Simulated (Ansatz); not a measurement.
AlH₃O and related structures: several calculations on one system

**1. Relaxation**

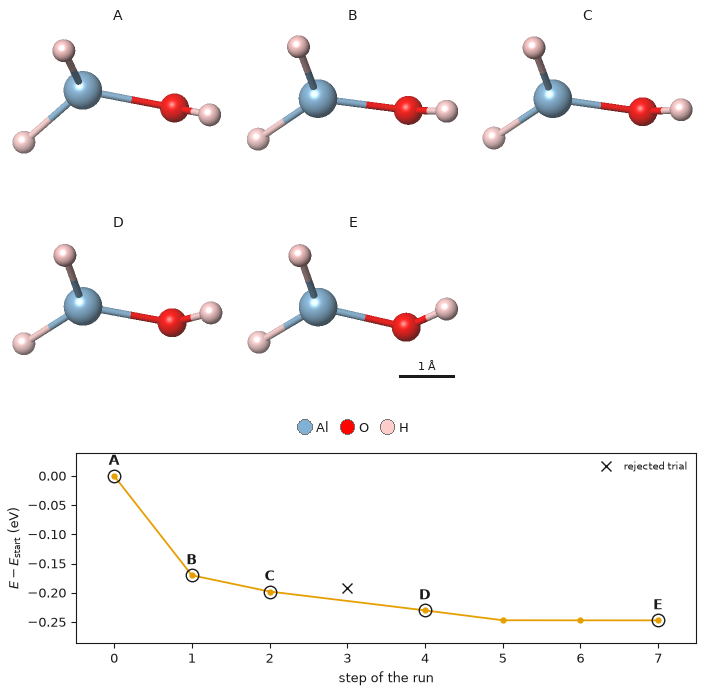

Frames of a relaxation of AlH3O, marked on the history of the run. The picture is a ball-and-stick view, seen from a free direction.

It is one of the separated reactants of a reaction.

Computed with RKS PBE0-D4/def2-TZVP in Ansatz 0.2.0.

The input:
```yaml
crystal:
  periodic: [false, false, false]
  atoms:
    - {symbol: Al, position_ang: [-1.287339, -0.335068, 0.642636]}
    - {symbol: O, position_ang: [-0.390774, -1.329234, 1.755134]}
    - {symbol: H, position_ang: [-1.600733, -0.940797, -0.802770]}
    - {symbol: H, position_ang: [-2.256542, 0.760001, 1.270951]}
    - {symbol: H, position_ang: [-0.700042, -1.527585, 2.636062]}
basis:
  gaussian: {orbitals: def2-TZVP}
hamiltonian: {xc: pbe0, dispersion: d4}
relax: {f_tol: 0.005, max_steps: 200}
```

Command:
```bash
ansatz run in.yaml --threads 4 --pin off --events-out ev --progress --plain --max-ram 9574MiB
```

What happens along the run?

The atom that moves furthest after the best rigid fit is H5 (0.26 Å). By element the largest moves are H 0.26 Å, O 0.25 Å, Al 0.22 Å. Some distances before and after: Al1–O2 1.741 → 1.696 Å, Al1–H3 1.598 → 1.577 Å, Al1–H4 1.592 → 1.585 Å. Among the angles between lasting bonds that change: H3–Al1–H4 119.9° → 124.4°, O2–Al1–H4 117.0° → 119.7°. Groups turn about Al1–O2 by about 40°. The energy falls by 0.247 eV in 6 accepted moves (7 points after the start). Largest force component: 1.2 eV/Å at the start, 0.0035 eV/Å at the end. The line search rejected the trial step at point 3 of the run. The run took 4.3 s on 4 threads of Arm Neoverse V1, with other jobs on the host. From step 0 to 1: Al1 moves most (0.20 Å), energy −0.170 eV. From step 1 to 2: O and H atoms move most (0.03 Å), energy −0.028 eV. From step 2 to 4: O2 moves most (0.08 Å), energy −0.032 eV. From step 4 to 7: O2 moves most (0.10 Å), energy −0.017 eV.

```csv
step,"E − E(0), eV","largest force component, eV/Å",note
0,0.0000,1.1844,
1,-0.1701,0.7165,
2,-0.1979,0.5108,
3,-0.1923,2.0207,rejected
4,-0.2302,0.3344,
5,-0.2471,0.0531,
6,-0.2472,0.0290,
7,-0.2472,0.0035,
```

**2. Relaxation**

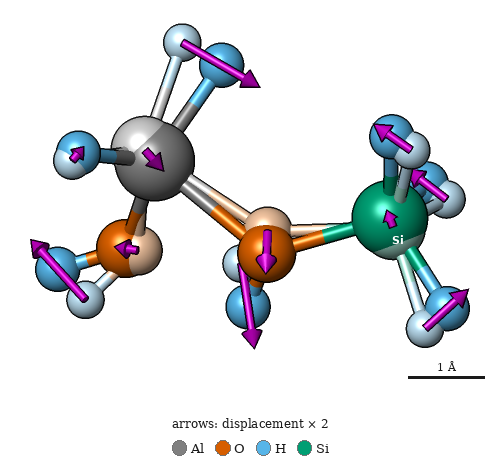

This is a relaxation of AlSiH$_{7}$O$_{2}$ (started from a transition state, displaced along its imaginary mode). The starting structure is drawn faded, the final one solid; purple arrows show the displacements, magnified 2 times. The two geometries are superimposed by the best rigid fit.

The picture is a ball-and-stick view, seen at a tilt.

Computed with RKS PBE0-D4/def2-TZVP in Ansatz.

Input file:
```yaml
crystal:
  periodic: [false, false, false]
  atoms:
    - {symbol: Al, position_ang: [-1.478571, -0.376476, 0.651318]}
    - {symbol: O, position_ang: [-0.277356, -1.235658, 1.645775]}
    - {symbol: H, position_ang: [-2.107540, -1.192555, -0.575118]}
    - {symbol: H, position_ang: [-2.252662, 0.790737, 1.382749]}
    - {symbol: H, position_ang: [0.515138, -0.258039, 0.618633]}
    - {symbol: O, position_ang: [0.274382, 0.279311, 0.038057]}
    - {symbol: Si, position_ang: [1.201022, 0.691135, -1.309434]}
    - {symbol: H, position_ang: [-0.223629, -1.128213, 2.585840]}
    - {symbol: H, position_ang: [0.349930, 1.498779, -2.211605]}
    - {symbol: H, position_ang: [2.357804, 1.476534, -0.837904]}
    - {symbol: H, position_ang: [1.641683, -0.545654, -1.988311]}
basis:
  gaussian: {orbitals: def2-TZVP}
hamiltonian: {xc: pbe0, dispersion: d4}
relax: {f_tol: 0.005, max_steps: 200}
```

Run as
```bash
ansatz run in.yaml --threads 4 --pin off --events-out ev --progress --plain --max-ram 9574MiB
```

### Which element moves most?

Hydrogen: up to 0.61 Å, against 0.35 Å for oxygen.

### What did the optimiser do to the structure, and how much energy did it gain?

The energy falls by 103.2 kJ/mol in 17 accepted moves (18 points after the start). Largest force component: 9.8 eV/Å at the start, 0.0045 eV/Å at the end. The line search rejected the trial step at point 7 of the run. The largest moves after the best rigid fit, 0.61 Å, are those of H3, H5 and H8. By element the largest moves are H 0.61 Å, O 0.35 Å, Al 0.20 Å, Si 0.13 Å. Some distances before and after: H5–O6 0.827 → 0.973 Å, Al1–O2 1.780 → 1.741 Å, Al1–H4 1.580 → 1.592 Å, Al1–O6 1.970 → 1.981 Å. Among the angles between lasting bonds that change: Al1–O6–Si7 145.0° → 124.3°, Al1–O6–H5 79.9° → 95.4°, O2–Al1–O6 74.6° → 86.5°.

**3. Reaction**

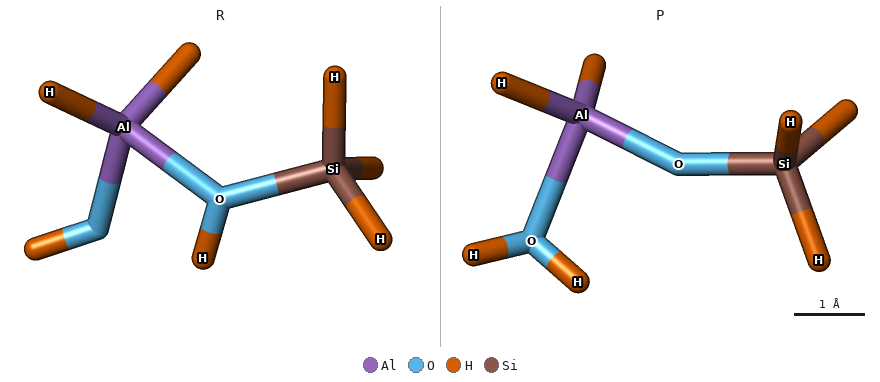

Reactant (R) and product (P) of one elementary step of AlSiH7O2. Style: stick. Shown at a tilt.

Stationary points at PBE0-D4/def2-TZVP, single-point energies with CCSD(T)/CBS, r2SCAN-D4, B3LYP-D4 (def2-TZVPP where no basis is named; Ansatz 0.2.0). The energies are electronic, without zero-point or thermal terms, and both ends are the minima reached downhill from the saddle, with any fragments still in contact. CCSD(T)/CBS stands for a frozen-core estimate: MP2 correlation extrapolated from def2-TZVPP and def2-QZVPP, CCSD(T) minus MP2 from the smaller set.

Question: Predict the saddle point between them and the barrier.

Answer: From R over the saddle to P, a bond forms: H–O (2.12 → 1.29 → 0.97 Å). A bond breaks: H–O (0.97 → 1.16 → 2.37 Å). Bonds that stay but change much: Al–O (1.74 → 1.84 → 2.00 Å), Al–O (1.98 → 1.89 → 1.73 Å). The saddle has one imaginary mode, 858i cm⁻¹. With CCSD(T)/CBS the barrier is 0.26 eV from R and 0.57 eV from P, and P lies 0.31 eV below R.

```tsv
level	barrier from R (eV)	barrier from P (eV)	P less R (eV)
CCSD(T)/CBS	0.26	0.57	−0.31
r2SCAN-D4	0.15	0.47	−0.32
B3LYP-D4	0.21	0.52	−0.31
```

Against CCSD(T)/CBS, B3LYP-D4 comes closest on the barrier from R (−0.05 eV) and r2SCAN-D4 misses most (−0.11 eV).

The saddle point in the same view, with dashed sticks for the bonds that form or break:

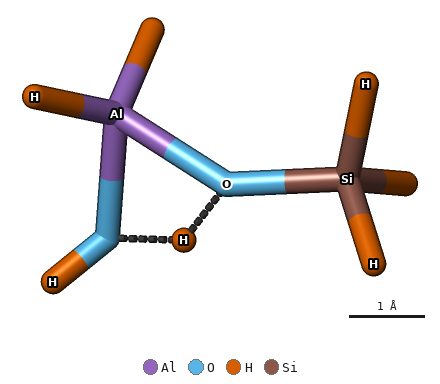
